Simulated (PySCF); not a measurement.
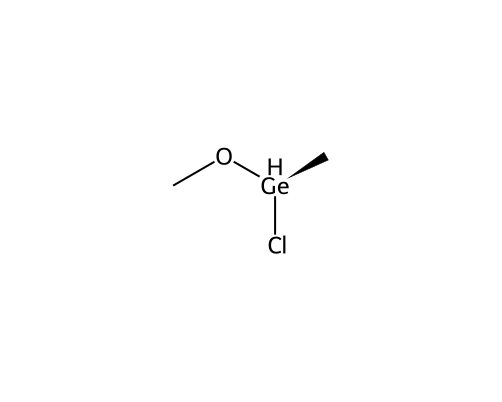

Source: calculation with PySCF.

A structural formula.

### Give its SMILES.

C[O][Ge@@H]([CH3])[Cl]

### What is the molecular formula?

C2H7ClGeO.

### An optimisation with GFN2-xTB gave a structure of which point group?

C1.
